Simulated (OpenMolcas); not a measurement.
**A workflow on WO3 (tungsten trioxide)**

Aim: a single-point energy (HF/ANO-R0), then the energy (CASSCF(6,7)/ANO-R1), then a single-point energy (CASPT2(6,7)/ANO-R1) of WO3 (tungsten trioxide). 

The results are computed with OpenMolcas 26.06.

**1. The system as given**

WO3: 4 atoms, total charge 0, spin state singlet. SMILES: `[O]=[W](=[O])=[O]`. The coordinates come from a PBE0-D4/def2-TZVP relaxation.

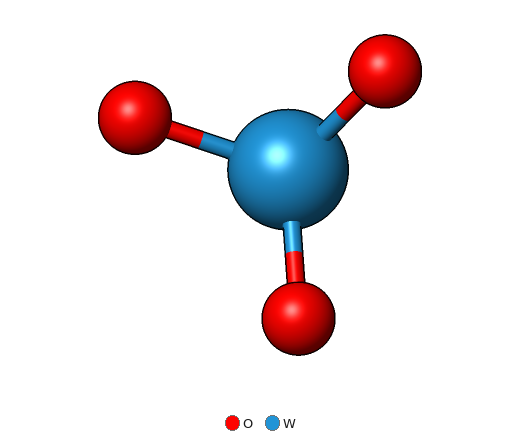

The structure, seen from a chosen angle (oxygen red, tungsten blue).

**2. A single-point energy at HF/ANO-R0 (sfX2C) (run 1)**

The input, step1.inp:

```
&GATEWAY
 Coord
 4
 angstrom
 O       -0.237500       0.265200       1.555000
 W       -0.366400      -0.283700      -0.065200
 O        1.071700      -1.143300      -0.433900
 O       -0.412200       1.101500      -1.076300
 Basis=ANO-R0
 Group=NoSym

&SEWARD

&SCF
 PrOrbitals=1 1
```

On the command line:

```console
$ export MOLCAS_MEM=1860
$ pymolcas step1.inp > step1.log
```

Log:

```text
--- Start Module: gateway ---
[...]
--- Stop Module: gateway /rc=_RC_ALL_IS_WELL_ ---
--- Start Module: seward ---
[...]
      Basis functions           55
--- Stop Module: seward /rc=_RC_ALL_IS_WELL_ ---
[...]
--- Start Module: scf ---
[...]
       Convergence after  16 Iterations
[...]
::    Total SCF energy                             -16362.6912122845
[...]
      Total spin, S                                     0.0000000000
[...]
      Total electronic charge=   98.000000
      Total            charge=   -0.000000
[...]
      Dipole Moment (debye):
      Origin of the operator (angstrom)=   -0.2615   -0.2096   -0.0486
                   X= -3.3214E+00               Y= -2.3459E+00               Z= -5.2506E-01           Total=  4.1001E+00
      Quadrupole Moment (debye*angstrom):
[...]
--- Stop Module: scf /rc=_RC_ALL_IS_WELL_ ---
[...]
```

Run time: 12 s. Hardware: 1 thread of Arm Neoverse V1, shared host; peak memory 0.42 GiB.

**3. A single-point energy at CASSCF(6,7)/ANO-R1 (sfX2C, RICD fitting) (run 2)**

The input, step2.inp:

```
* O3W CASSCF

&gateway
  coord
  4
  angstrom
  O       -0.237500       0.265200       1.555000
  W       -0.366400      -0.283700      -0.065200
  O        1.071700      -1.143300      -0.433900
  O       -0.412200       1.101500      -1.076300
  basis=ANO-R0
  group=NoSym

&seward

&rasscf
  fileorb=$CurrDir/step1.ScfOrb
  alter=5
  1 41 47
  1 44 48
  1 45 49
  1 50 54
  1 53 55
  spin=1
  nactel=6 0 0
  inactive=46
  ras2=7
  orblisting=Nothing
>>> COPY $Project.RunFile RUNFIL1
>>> COPY $Project.RasOrb INPORB

&gateway
  coord
  4
  angstrom
  O       -0.237500       0.265200       1.555000
  W       -0.366400      -0.283700      -0.065200
  O        1.071700      -1.143300      -0.433900
  O       -0.412200       1.101500      -1.076300
  basis=ANO-R1
  group=NoSym
  ricd

&seward
>>> COPY $Project.RunFile RUNFIL2

&expbas

&rasscf
  fileorb=$Project.ExpOrb
  spin=1
  nactel=6 0 0
  inactive=46
  ras2=7
  orblisting=Nothing
  orbappear=Compact
```

On the command line:

```console
$ export MOLCAS_MEM=1860
$ pymolcas step2.inp > step2.log
```

Log:

```text
--- Start Module: gateway ---
[...]
--- Stop Module: gateway /rc=_RC_ALL_IS_WELL_ ---
[...]
      Basis functions           55
[...]
      Number of active orbitals                  7
[...]
      Spin quantum number                      0.0
[...]
      Active orbitals                            7
[...]
      Number of CSFs                           490
[...]
      Number of root(s) required                 1
[...]
      Convergence after 53 iterations
[...]
      printout of CI-coefficients larger than  0.05 for root  1
      energy=  -16362.854802
      conf/sym  1111111     Coeff  Weight
             1  2220000   0.90805 0.82456
            16  2200200  -0.25773 0.06643
            18  2200ud0  -0.11134 0.01240
            46  2020200  -0.05009 0.00251
            48  2020ud0   0.11987 0.01437
            49  2020020  -0.16195 0.02623
[...]
      Natural orbitals and occupation numbers for root  1
      sym 1:   1.946964   1.866694   1.814729   0.002647   0.192911   0.124511   0.051544
      ************************************************************************************************************************
      *                                                    Final results                                                     *
[...]
::    RASSCF root number  1 Total energy: -16362.85480204
[...]
      Basis functions           98
[...]
--- Start Module: expbas ---
[...]
--- Stop Module: expbas /rc=_RC_ALL_IS_WELL_ ---
--- Start Module: rasscf ---
[...]
      Convergence after 27 iterations
[...]
      Natural orbitals and occupation numbers for root  1
      sym 1:   1.962461   1.916721   1.897533   0.002591   0.104112   0.081023   0.035559
      ************************************************************************************************************************
      *                                                    Final results                                                     *
[...]
::    RASSCF root number  1 Total energy: -16363.41533122
[...]
      Total electronic charge=   98.000000
      Total            charge=   -0.000000
[...]
      Dipole Moment (debye):
      Origin of the operator (angstrom)=   -0.2615   -0.2096   -0.0486
                   X= -4.7059E+00               Y= -4.1416E+00               Z=  1.8320E-02           Total=  6.2688E+00
      Quadrupole Moment (debye*angstrom):
[...]
--- Stop Module: rasscf /rc=_RC_ALL_IS_WELL_ ---
[...]
```

Wall time 59 s (1 thread of Arm Neoverse V1, shared host); peak memory 0.53 GiB.

**4. A single-point energy at CASPT2(6,7)/ANO-R1 (sfX2C, RICD fitting, ipea shift 0.25 Eh, pt2 variant SS) (run 3)**

The input, step3.inp:

```
* O3W CASPT2
&GATEWAY
COORD
4
angstrom
O       -0.237500       0.265200       1.555000
W       -0.366400      -0.283700      -0.065200
O        1.071700      -1.143300      -0.433900
O       -0.412200       1.101500      -1.076300
BASIS=ANO-R1
GROUP=NoSym
RICD
&SEWARD
&RASSCF
FILEORB=$CurrDir/step2.RasOrb
SPIN=1
NACTEL=6 0 0
INACTIVE=46
RAS2=7
ORBLISTING=Nothing
ORBAPPEAR=Compact
&CASPT2
IMAGINARY=0.2
```

On the command line:

```console
$ export MOLCAS_MEM=1860
$ pymolcas step3.inp > step3.log
```

Log:

```text
--- Start Module: gateway ---
[...]
--- Stop Module: gateway /rc=_RC_ALL_IS_WELL_ ---
[...]
      Basis functions           98
[...]
--- Start Module: rasscf ---
[...]
      Number of active orbitals                  7
[...]
      Spin quantum number                      0.0
[...]
      Active orbitals                            7
[...]
      Number of CSFs                           490
[...]
      Number of root(s) required                 1
[...]
      Convergence after  6 iterations
[...]
      printout of CI-coefficients larger than  0.05 for root  1
      energy=  -16363.415331
      conf/sym  1111111     Coeff  Weight
             1  2220000   0.94475 0.89255
            16  2200200  -0.21554 0.04646
            49  2020020  -0.16279 0.02650
            62  ud200ud   0.08835 0.00781
            73  0220002  -0.07631 0.00582
            91  uu200dd   0.09564 0.00915
      Natural orbitals and occupation numbers for root  1
      sym 1:   1.962462   1.916722   1.897536   0.002591   0.104107   0.081022   0.035561
      ************************************************************************************************************************
      *                                                    Final results                                                     *
[...]
::    RASSCF root number  1 Total energy: -16363.41533123
[...]
      Total electronic charge=   98.000000
      Total            charge=   -0.000000
[...]
      Dipole Moment (debye):
      Origin of the operator (angstrom)=   -0.2615   -0.2096   -0.0486
                   X= -4.7059E+00               Y= -4.1417E+00               Z=  1.8341E-02           Total=  6.2689E+00
      Quadrupole Moment (debye*angstrom):
[...]
--- Stop Module: rasscf /rc=_RC_ALL_IS_WELL_ ---
[...]
--- Start Module: caspt2 ---
[...]
      E2 (Variational):          -0.7286980376
      Total energy:          -16364.1440292672
[...]
      Reference weight:           0.79654
[...]
::    CASPT2 Root  1     Total energy: -16364.14402927
[...]
--- Stop Module: caspt2 /rc=_RC_ALL_IS_WELL_ ---
[...]
```

Run time: 34 s. Hardware: 1 thread of Arm Neoverse V1, shared host; peak memory 0.53 GiB.

**5. Results**

```
                       quantity                                                                value
 run 1, HF/ANO-R0: total energy                                                      -16362.69121 Eh
run 1, HF/ANO-R0: dipole moment                                                               4.10 D
  run 1, HF/ANO-R0: HOMO energy                                                             -8.99 eV
  run 1, HF/ANO-R0: LUMO energy                                                              3.06 eV
run 1, HF/ANO-R0: HOMO–LUMO gap                                                             12.05 eV
      run 2, CASSCF(6,7)/ANO-R1  no result (a known fault or a wrong state: its values are left out)
      run 3, CASPT2(6,7)/ANO-R1  no result (a known fault or a wrong state: its values are left out)
```

Mulliken charges (run 1, HF/ANO-R0) run from -0.32 on O1 to +0.95 on W2. 2 of the 3 runs ended normally but are set aside, since settings or state are in doubt.
